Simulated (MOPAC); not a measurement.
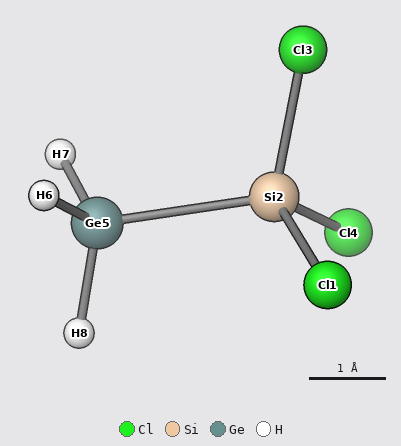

Fig. 1: The structure as given in the input (ball-and-stick view, seen at a tilt; atoms are numbered from 1 in the order of the input). Sticks mark near contacts. Bond lengths as drawn: Cl–Si 2.03 to 2.04 Å, Ge–H 1.52 to 1.53 Å and Ge–Si 2.38 Å.

# Geometry relaxation of GeSiH₃Cl₃ (part 1 of 2)

- system: GeSiH₃Cl₃
- method: AM1, closed shell (MOPAC 23.2.5)

The atoms were displaced at random from an optimised geometry.

Log:
```
MOPAC v23.2.5
AM1 CALCULATION RESULTS

 *  AM1        - The AM1 Hamiltonian to be used
 *  SINGLET    - SPIN STATE DEFINED AS A SINGLET
 *  EF         - USE EF ROUTINE FOR MINIMUM SEARCH
 *  THREADS=1  - MULTI-THREADING NOT USED
 *  CYCLES=    - DO A MAXIMUM OF 300 STEPS
 *  GNORM      - EXIT WHEN GRADIENT NORM DROPS BELOW 0.010
 *  AUX        - OUTPUT AUXILIARY INFORMATION
 *  GRADIENTS  - ALL GRADIENTS TO BE PRINTED
 *  DISP       - PRINT DISPERSION AND HYDROGEN BOND ENERGIES
 *  BONDS      - FINAL BOND-ORDER MATRIX TO BE PRINTED
AM1 BONDS GRADIENTS SINGLET CYCLES=300 EF DISP GNORM=0.01 THREADS=1 AUX(PRECISION=6)
 Cl3GeH3Si, AM1

   ATOM   CHEMICAL          X               Y               Z
  NUMBER   SYMBOL      (ANGSTROMS)     (ANGSTROMS)     (ANGSTROMS)

     1      Cl         -1.20107700  *  -2.13834300  *   0.97106800  *
     2      Si          0.26463200  *  -1.08697900  *   0.02292000  *
     3      Cl          2.01498100  *  -1.36914700  *   1.02400300  *
     4      Cl          0.47270300  *  -1.80674400  *  -1.85935800  *
     5      Ge         -0.29765900  *   1.22968600  *  -0.03367900  *
     6       H         -0.44775700  *   1.73460600  *   1.40129000  *
     7       H          0.84100200  *   1.97884700  *  -0.73828000  *
     8       H         -1.59542600  *   1.40000200  *  -0.80270500  *

          CARTESIAN COORDINATES

    NO.       ATOM           X           Y           Z

     1        Cl         -1.2011     -2.1383      0.9711
     2        Si          0.2646     -1.0870      0.0229
     3        Cl          2.0150     -1.3691      1.0240
     4        Cl          0.4727     -1.8067     -1.8594
     5        Ge         -0.2977      1.2297     -0.0337
     6         H         -0.4478      1.7346      1.4013
     7         H          0.8410      1.9788     -0.7383
     8         H         -1.5954      1.4000     -0.8027

           Empirical Formula: H3 Cl3 Si Ge  =     8 atoms

      MOLECULAR POINT GROUP   :   C3v

 SINGLET STATE CALCULATION

      RHF CALCULATION, NO. OF DOUBLY OCCUPIED LEVELS = 16

          Geometry optimization using EF

          DIAGONAL MATRIX USED AS START HESSIAN
```

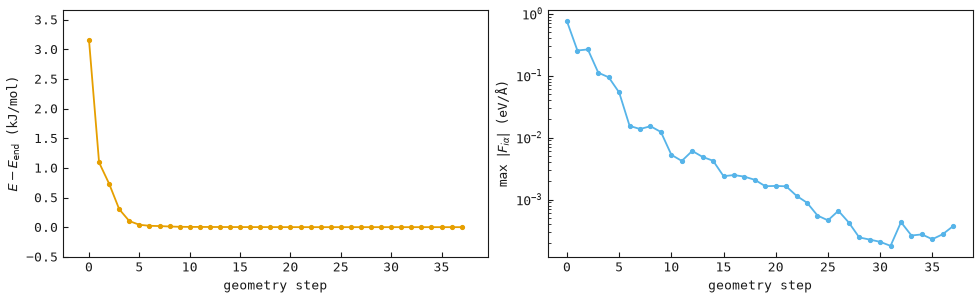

Fig. 2: Progress of the relaxation, step by step (steps are counted from 0).

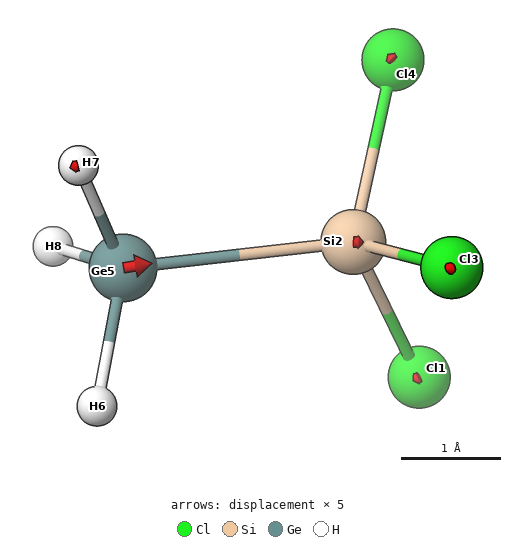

Fig. 3: The starting structure with the displacements as red arrows, magnified 5 times (ball-and-stick view, seen at a tilt). The two geometries are laid on each other by the best rigid fit. Over 37 geometry steps the energy falls by 3.15 kJ/mol. Largest force component: 0.75 eV/Å at the start, 0.00037 eV/Å at the end. The largest move after the best rigid fit is that of Ge5, 0.062 Å. By element the largest moves are Ge 0.062 Å, Si 0.023 Å, H 0.020 Å, Cl 0.018 Å. Among the contacts that change: Si2–Ge5 2.385 → 2.346 Å, Ge5–H8 1.518 → 1.551 Å, Ge5–H6 1.529 → 1.551 Å, Si2–Cl4 2.026 → 2.033 Å. Among the angles that change: Si2–Ge5–H7 108.1° → 111.3°, H6–Ge5–H8 110.8° → 107.6°, Si2–Ge5–H6 108.8° → 111.3°. (Atoms are counted from 1 in the order of the input.)

```
 CYCLE:     1 TIME:   0.000 TIME LEFT:  2.00D  GRAD.:    25.260 HEAT: -103.9736
 CYCLE:     2 TIME:   0.000 TIME LEFT:  2.00D  GRAD.:    10.835 HEAT: -104.4670
 CYCLE:     3 TIME:   0.000 TIME LEFT:  2.00D  GRAD.:    10.055 HEAT: -104.5528
 CYCLE:     4 TIME:   0.008 TIME LEFT:  2.00D  GRAD.:     4.906 HEAT: -104.6554
 CYCLE:     5 TIME:   0.000 TIME LEFT:  2.00D  GRAD.:     3.491 HEAT: -104.7031
 CYCLE:     6 TIME:   0.000 TIME LEFT:  2.00D  GRAD.:     2.051 HEAT: -104.7181
 CYCLE:     7 TIME:   0.000 TIME LEFT:  2.00D  GRAD.:     0.805 HEAT: -104.7222
 CYCLE:     8 TIME:   0.000 TIME LEFT:  2.00D  GRAD.:     0.720 HEAT: -104.7233
 CYCLE:     9 TIME:   0.000 TIME LEFT:  2.00D  GRAD.:     0.765 HEAT: -104.7250
 CYCLE:    10 TIME:   0.008 TIME LEFT:  2.00D  GRAD.:     0.597 HEAT: -104.7262
 CYCLE:    11 TIME:   0.000 TIME LEFT:  2.00D  GRAD.:     0.274 HEAT: -104.7267
 CYCLE:    12 TIME:   0.000 TIME LEFT:  2.00D  GRAD.:     0.223 HEAT: -104.7268
 CYCLE:    13 TIME:   0.000 TIME LEFT:  2.00D  GRAD.:     0.250 HEAT: -104.7270
 CYCLE:    14 TIME:   0.000 TIME LEFT:  2.00D  GRAD.:     0.215 HEAT: -104.7271
 CYCLE:    15 TIME:   0.000 TIME LEFT:  2.00D  GRAD.:     0.203 HEAT: -104.7273
 CYCLE:    16 TIME:   0.008 TIME LEFT:  2.00D  GRAD.:     0.149 HEAT: -104.7274
 CYCLE:    17 TIME:   0.000 TIME LEFT:  2.00D  GRAD.:     0.125 HEAT: -104.7274
 CYCLE:    18 TIME:   0.000 TIME LEFT:  2.00D  GRAD.:     0.118 HEAT: -104.7275
 CYCLE:    19 TIME:   0.000 TIME LEFT:  2.00D  GRAD.:     0.106 HEAT: -104.7276
 CYCLE:    20 TIME:   0.000 TIME LEFT:  2.00D  GRAD.:     0.080 HEAT: -104.7276
 CYCLE:    21 TIME:   0.000 TIME LEFT:  2.00D  GRAD.:     0.070 HEAT: -104.7276
 CYCLE:    22 TIME:   0.008 TIME LEFT:  2.00D  GRAD.:     0.074 HEAT: -104.7276
 CYCLE:    23 TIME:   0.000 TIME LEFT:  2.00D  GRAD.:     0.058 HEAT: -104.7277
 CYCLE:    24 TIME:   0.000 TIME LEFT:  2.00D  GRAD.:     0.048 HEAT: -104.7277
 CYCLE:    25 TIME:   0.000 TIME LEFT:  2.00D  GRAD.:     0.031 HEAT: -104.7277
 CYCLE:    26 TIME:   0.000 TIME LEFT:  2.00D  GRAD.:     0.028 HEAT: -104.7277
 CYCLE:    27 TIME:   0.008 TIME LEFT:  2.00D  GRAD.:     0.024 HEAT: -104.7277
 CYCLE:    28 TIME:   0.000 TIME LEFT:  2.00D  GRAD.:     0.017 HEAT: -104.7277
 CYCLE:    29 TIME:   0.000 TIME LEFT:  2.00D  GRAD.:     0.011 HEAT: -104.7277
 CYCLE:    30 TIME:   0.000 TIME LEFT:  2.00D  GRAD.:     0.011 HEAT: -104.7277
 CYCLE:    31 TIME:   0.000 TIME LEFT:  2.00D  GRAD.:     0.012 HEAT: -104.7277
 CYCLE:    32 TIME:   0.000 TIME LEFT:  2.00D  GRAD.:     0.011 HEAT: -104.7277
 CYCLE:    33 TIME:   0.008 TIME LEFT:  2.00D  GRAD.:     0.024 HEAT: -104.7277
 CYCLE:    34 TIME:   0.000 TIME LEFT:  2.00D  GRAD.:     0.012 HEAT: -104.7277
 CYCLE:    35 TIME:   0.000 TIME LEFT:  2.00D  GRAD.:     0.014 HEAT: -104.7277
 CYCLE:    36 TIME:   0.000 TIME LEFT:  2.00D  GRAD.:     0.012 HEAT: -104.7277
 CYCLE:    37 TIME:   0.000 TIME LEFT:  2.00D  GRAD.:     0.012 HEAT: -104.7277
 CYCLE:    38 TIME:   0.000 TIME LEFT:  2.00D  GRAD.:     0.015 HEAT: -104.7277

 HEAT OF FORMATION IS ESSENTIALLY STATIONARY

 -------------------------------------------------------------------------------
 AM1 BONDS GRADIENTS SINGLET CYCLES=300 EF DISP GNORM=0.01 THREADS=1 AUX(PRECISION=6)
 Cl3GeH3Si, AM1

     GEOMETRY OPTIMISED USING EIGENVECTOR FOLLOWING (EF).
     SCF FIELD WAS ACHIEVED

                              AM1 CALCULATION

          FINAL HEAT OF FORMATION =       -104.72771 KCAL/MOL =    -438.18073 KJ/MOL

          TOTAL ENERGY            =     -30720.50056 KCAL/MOL = ELECTRONIC ENERGY + CORE-CORE REPULSION
          ENERGY OF ATOMS         =      30615.77285 KCAL/MOL
                              SUM =       -104.72771 KCAL/MOL
          DISPERSION ENERGY       =          0.00000 KCAL/MOL
                              SUM =       -104.72771 KCAL/MOL = FINAL HEAT OF FORMATION

          TOTAL ENERGY            =      -1332.16699 EV
          ELECTRONIC ENERGY       =      -3235.55387 EV
          CORE-CORE REPULSION     =       1903.38688 EV
          COSMO AREA              =        163.78 SQUARE ANGSTROMS
          COSMO VOLUME            =        166.98 CUBIC ANGSTROMS

          GRADIENT NORM           =          0.01455          =       0.00515 PER ATOM
          IONIZATION POTENTIAL    =         10.724689 EV
          HOMO LUMO ENERGIES (EV) =        -10.725 -1.975
          NO. OF FILLED LEVELS    =         16
          MOLECULAR WEIGHT        =        210.0582         POINT GROUP:  C3v

          MOLECULAR DIMENSIONS (Angstroms)

            Atom       Atom       Distance
            H     6   Cl     4     4.91152
            H     7   Cl     1     4.69142
           Cl     3    H     8     4.56713

          SCF CALCULATIONS        =         39

          WALL-CLOCK TIME         =      0.062 SECONDS
          COMPUTATION TIME        =      0.059 SECONDS

       FINAL  POINT  AND  DERIVATIVES

   PARAMETER     ATOM    TYPE            VALUE        GRADIENT
      1          1 Cl    CARTESIAN X    -1.214867      0.001292  KCAL/ANGSTROM
      2          1 Cl    CARTESIAN Y    -2.118352     -0.000937  KCAL/ANGSTROM
      3          1 Cl    CARTESIAN Z     0.974199     -0.000794  KCAL/ANGSTROM
      4          2 Si    CARTESIAN X     0.266459     -0.003282  KCAL/ANGSTROM
      5          2 Si    CARTESIAN Y    -1.098963     -0.000050  KCAL/ANGSTROM
      6          2 Si    CARTESIAN Z     0.026578     -0.001548  KCAL/ANGSTROM
      7          3 Cl    CARTESIAN X     2.016920     -0.004531  KCAL/ANGSTROM
      8          3 Cl    CARTESIAN Y    -1.341023     -0.002794  KCAL/ANGSTROM
      9          3 Cl    CARTESIAN Z     1.030914     -0.000070  KCAL/ANGSTROM
     10          4 Cl    CARTESIAN X     0.465496      0.000920  KCAL/ANGSTROM
     11          4 Cl    CARTESIAN Y    -1.787547      0.001559  KCAL/ANGSTROM
     12          4 Cl    CARTESIAN Z    -1.875411     -0.000792  KCAL/ANGSTROM
     13          5 Ge    CARTESIAN X    -0.281193      0.008615  KCAL/ANGSTROM
     14          5 Ge    CARTESIAN Y     1.181495      0.001630  KCAL/ANGSTROM
     15          5 Ge    CARTESIAN Z    -0.031911      0.001962  KCAL/ANGSTROM
     16          6  H    CARTESIAN X    -0.457374     -0.007264  KCAL/ANGSTROM
     17          6  H    CARTESIAN Y     1.755734      0.002324  KCAL/ANGSTROM
     18          6  H    CARTESIAN Z     1.398201     -0.000092  KCAL/ANGSTROM
     19          7  H    CARTESIAN X     0.825857      0.003549  KCAL/ANGSTROM
     20          7  H    CARTESIAN Y     2.008588      0.001234  KCAL/ANGSTROM
     21          7  H    CARTESIAN Z    -0.736454      0.000606  KCAL/ANGSTROM
     22          8  H    CARTESIAN X    -1.607023      0.000702  KCAL/ANGSTROM
     23          8  H    CARTESIAN Y     1.422148     -0.002968  KCAL/ANGSTROM
     24          8  H    CARTESIAN Z    -0.800106      0.000728  KCAL/ANGSTROM

   ATOM   CHEMICAL          X               Y               Z
  NUMBER   SYMBOL      (ANGSTROMS)     (ANGSTROMS)     (ANGSTROMS)

     1      Cl         -1.21486673  *  -2.11835200  *   0.97419896  *
     2      Si          0.26645884  *  -1.09896330  *   0.02657766  *
     3      Cl          2.01692005  *  -1.34102251  *   1.03091372  *
     4      Cl          0.46549643  *  -1.78754713  *  -1.87541095  *
     5      Ge         -0.28119267  *   1.18149525  *  -0.03191052  *
     6       H         -0.45737384  *   1.75573360  *   1.39820059  *
     7       H          0.82585668  *   2.00858766  *  -0.73645376  *
     8       H         -1.60702324  *   1.42214757  *  -0.80010600  *

                             CARTESIAN COORDINATES

   1   Cl       -1.214866728    -2.118351997     0.974198957
   2   Si        0.266458843    -1.098963304     0.026577655
   3   Cl        2.016920050    -1.341022509     1.030913723
   4   Cl        0.465496426    -1.787547128    -1.875410945
   5   Ge       -0.281192671     1.181495246    -0.031910519
   6    H       -0.457373842     1.755733605     1.398200587
   7    H        0.825856681     2.008587665    -0.736453763
   8    H       -1.607023238     1.422147575    -0.800106004

           Empirical Formula: H3 Cl3 Si Ge  =     8 atoms

      MOLECULAR POINT GROUP   :   C3v

                  EIGENVALUES
 -37.99269 -37.99240 -37.78475 -18.94622 -16.35700 -16.35675 -16.21978 -13.44214
 -13.28154 -13.28138 -13.01786 -12.96069 -12.96056 -11.93939 -11.93890 -10.72469
  -1.97492  -1.42214  -1.42201  -1.37003   0.55281   0.55310   3.04911

              NET ATOMIC CHARGES AND DIPOLE CONTRIBUTIONS

  ATOM NO.   TYPE          CHARGE      No. of ELECS.   s-Pop       p-Pop
    1         Cl          -0.263856        7.2639     1.97920     5.28466
    2         Si           1.240084        2.7599     0.78968     1.97024
    3         Cl          -0.263841        7.2638     1.97920     5.28464
    4         Cl          -0.263842        7.2638     1.97920     5.28465
    5         Ge          -1.075833        5.0758     0.99407     4.08176
    6          H           0.209108        0.7909     0.79089
    7          H           0.209093        0.7909     0.79091
    8          H           0.209087        0.7909     0.79091
 DIPOLE           X         Y         Z       TOTAL
 POINT-CHG.     0.190    -0.793     0.020     0.815
 HYBRID        -0.265     1.104    -0.029     1.136
 SUM           -0.075     0.311    -0.009     0.320

          ATOMIC ORBITAL ELECTRON POPULATIONS

     Atom    s        px        py        pz
    1 Cl   1.97920   1.66354   1.79541   1.82570
    2 Si   0.78968   0.65745   0.65520   0.65759
    3 Cl   1.97920   1.54034   1.93293   1.81137
    4 Cl   1.97920   1.93643   1.87303   1.47518
    5 Ge   0.99407   1.31109   1.46909   1.30158
    6  H   0.79089
    7  H   0.79091
    8  H   0.79091

          BONDING CONTRIBUTION OF EACH M.O.

  0.1456  0.1456  0.1349  1.6152  1.3498  1.3497  1.4327  1.4648  0.1564  0.1564
  0.1158  0.3660  0.3660  1.7350  1.7349  1.0097 -1.9113 -1.8431 -1.8431 -2.0370
 -1.9372 -1.9372 -1.7697

            (VALENCIES)   BOND ORDERS

     1 Cl     (1.081)     2 Si 0.952     3 Cl 0.050     4 Cl 0.050     5 Ge 0.023

     2 Si     (3.601)     1 Cl 0.952     3 Cl 0.952     4 Cl 0.952     5 Ge 0.723

     3 Cl     (1.081)     2 Si 0.952     1 Cl 0.050     4 Cl 0.050     5 Ge 0.023

     4 Cl     (1.081)     2 Si 0.952     1 Cl 0.050     3 Cl 0.050     5 Ge 0.023

     5 Ge     (3.567)     6  H 0.925     7  H 0.925     8  H 0.925     2 Si 0.723     3 Cl 0.023     4 Cl 0.023
                          1 Cl 0.023

     6  H     (0.956)     5 Ge 0.925

     7  H     (0.956)     5 Ge 0.925

     8  H     (0.956)     5 Ge 0.925

 *                    *
 * JOB ENDED NORMALLY *
 *                    *

 TOTAL JOB TIME:             0.06 SECONDS

 == MOPAC DONE ==
```

Trajectory as extended XYZ (Å, eV, eV/Å), 38 frames, from step=0 to step=37:
```
8
Properties=species:S:1:pos:R:3:forces:R:3 step=0 energy=-4.50872
Cl   -1.2011   -2.1383    0.9711   -0.0116   0.0742  -0.0054
Si    0.2646   -1.0870    0.0229   -0.0414   0.0447   0.1096
Cl    2.0150   -1.3691    1.0240   -0.0076   0.0789   0.0089
Cl    0.4727   -1.8067   -1.8594   -0.0094   0.0313  -0.1171
Ge   -0.2977    1.2297   -0.0337    0.4134  -0.7522   0.0544
H    -0.4478    1.7346    1.4013   -0.0617   0.1851   0.2739
H     0.8410    1.9788   -0.7383    0.1294   0.1976  -0.1010
H    -1.5954    1.4000   -0.8027   -0.4110   0.1403  -0.2233
8
Properties=species:S:1:pos:R:3:forces:R:3 step=1 energy=-4.53012
Cl   -1.2031   -2.1285    0.9718   -0.0546   0.0213   0.0247
Si    0.2621   -1.0796    0.0352    0.0271  -0.1584  -0.1790
Cl    2.0130   -1.3589    1.0248    0.0400   0.0521   0.0319
Cl    0.4706   -1.8004   -1.8723   -0.0288   0.0966   0.1174
Ge   -0.2908    1.2034   -0.0324    0.1087  -0.0573   0.1955
H    -0.4495    1.7443    1.4322   -0.0040  -0.0277  -0.2548
H     0.8437    1.9889   -0.7507   -0.0683   0.0206   0.0423
H    -1.6052    1.4074   -0.8291   -0.0202   0.0529   0.0219
8
Properties=species:S:1:pos:R:3:forces:R:3 step=2 energy=-4.53384
Cl   -1.2049   -2.1245    0.9733   -0.0163   0.0373  -0.0073
Si    0.2617   -1.0839    0.0177    0.0337  -0.1034   0.1724
Cl    2.0130   -1.3531    1.0263   -0.0211   0.0499  -0.0121
Cl    0.4694   -1.7967   -1.8649   -0.0035   0.0049  -0.1252
Ge   -0.2879    1.1958   -0.0258    0.0325  -0.0258  -0.2655
H    -0.4501    1.7456    1.4123   -0.0270   0.0496   0.0262
H     0.8428    1.9918   -0.7511   -0.1173  -0.0311   0.0917
H    -1.6078    1.4109   -0.8343    0.1189   0.0186   0.1199
8
Properties=species:S:1:pos:R:3:forces:R:3 step=3 energy=-4.53829
Cl   -1.2057   -2.1236    0.9739   -0.0471   0.0048   0.0152
Si    0.2622   -1.0892    0.0263    0.0314  -0.0504  -0.0006
Cl    2.0128   -1.3510    1.0268    0.0161   0.0338   0.0102
Cl    0.4688   -1.7932   -1.8704   -0.0121   0.0282  -0.0164
Ge   -0.2870    1.1943   -0.0300    0.0401  -0.1117  -0.1104
H    -0.4506    1.7466    1.4064   -0.0252   0.0483   0.0325
H     0.8404    1.9914   -0.7410   -0.0363   0.0194   0.0230
H    -1.6062    1.4125   -0.8229    0.0331   0.0276   0.0465
8
Properties=species:S:1:pos:R:3:forces:R:3 step=4 energy=-4.54036
Cl   -1.2085   -2.1210    0.9771   -0.0353  -0.0042   0.0085
Si    0.2632   -1.0951    0.0261    0.0221  -0.0165   0.0069
Cl    2.0131   -1.3463    1.0296    0.0148   0.0183   0.0072
Cl    0.4672   -1.7852   -1.8731   -0.0062  -0.0007  -0.0270
Ge   -0.2844    1.1860   -0.0346    0.0240  -0.0552   0.0941
H    -0.4518    1.7507    1.4045   -0.0085  -0.0042  -0.0572
H     0.8379    1.9938   -0.7310    0.0148   0.0387  -0.0229
H    -1.6053    1.4166   -0.8100   -0.0257   0.0237  -0.0096
8
Properties=species:S:1:pos:R:3:forces:R:3 step=5 energy=-4.54101
Cl   -1.2112   -2.1179    0.9794   -0.0286  -0.0174   0.0029
Si    0.2640   -1.0992    0.0282    0.0185  -0.0140  -0.0535
Cl    2.0132   -1.3409    1.0321    0.0215   0.0011   0.0049
Cl    0.4661   -1.7812   -1.8797   -0.0089   0.0053   0.0416
Ge   -0.2820    1.1786   -0.0343    0.0117   0.0005   0.0037
H    -0.4528    1.7533    1.3946   -0.0113   0.0093   0.0182
H     0.8366    1.9972   -0.7286   -0.0009   0.0099  -0.0142
H    -1.6056    1.4205   -0.8052   -0.0020   0.0053  -0.0036
8
Properties=species:S:1:pos:R:3:forces:R:3 step=6 energy=-4.54119
Cl   -1.2118   -2.1184    0.9793   -0.0155  -0.0097  -0.0048
Si    0.2644   -1.0996    0.0259    0.0084   0.0001  -0.0026
Cl    2.0135   -1.3407    1.0321    0.0127   0.0004  -0.0001
Cl    0.4659   -1.7812   -1.8780   -0.0046  -0.0083   0.0054
Ge   -0.2819    1.1790   -0.0340    0.0130   0.0040   0.0072
H    -0.4530    1.7536    1.3962   -0.0087   0.0027   0.0030
H     0.8366    1.9976   -0.7300   -0.0069   0.0059  -0.0081
H    -1.6056    1.4207   -0.8054    0.0015   0.0049   0.0000
8
Properties=species:S:1:pos:R:3:forces:R:3 step=7 energy=-4.54123
Cl   -1.2122   -2.1190    0.9787   -0.0091  -0.0048  -0.0071
Si    0.2646   -1.0994    0.0256    0.0025   0.0002   0.0103
Cl    2.0138   -1.3405    1.0319    0.0105   0.0005  -0.0005
Cl    0.4657   -1.7819   -1.8772   -0.0032  -0.0096  -0.0039
Ge   -0.2817    1.1796   -0.0336    0.0138   0.0045   0.0020
H    -0.4533    1.7537    1.3969   -0.0075   0.0020  -0.0008
H     0.8364    1.9980   -0.7316   -0.0116   0.0027  -0.0031
H    -1.6056    1.4209   -0.8056    0.0045   0.0045   0.0029
8
Properties=species:S:1:pos:R:3:forces:R:3 step=8 energy=-4.54131
Cl   -1.2135   -2.1202    0.9771    0.0000   0.0011  -0.0076
Si    0.2650   -1.0996    0.0260   -0.0054   0.0017   0.0153
Cl    2.0148   -1.3394    1.0315    0.0076  -0.0014   0.0008
Cl    0.4651   -1.7831   -1.8762   -0.0011  -0.0097  -0.0093
Ge   -0.2811    1.1802   -0.0331    0.0115   0.0051  -0.0040
H    -0.4541    1.7544    1.3975   -0.0046   0.0014  -0.0031
H     0.8354    1.9989   -0.7342   -0.0152  -0.0012   0.0029
H    -1.6054    1.4218   -0.8047    0.0072   0.0030   0.0050
8
Properties=species:S:1:pos:R:3:forces:R:3 step=9 energy=-4.54136
Cl   -1.2149   -2.1214    0.9753    0.0065   0.0049  -0.0052
Si    0.2653   -1.0998    0.0269   -0.0072   0.0025   0.0103
Cl    2.0160   -1.3380    1.0312    0.0018  -0.0035   0.0008
Cl    0.4643   -1.7844   -1.8755    0.0007  -0.0072  -0.0070
Ge   -0.2804    1.1808   -0.0326    0.0065   0.0008  -0.0044
H    -0.4551    1.7553    1.3977   -0.0015   0.0017  -0.0024
H     0.8340    2.0000   -0.7365   -0.0123  -0.0012   0.0046
H    -1.6051    1.4230   -0.8031    0.0055   0.0019   0.0034
```
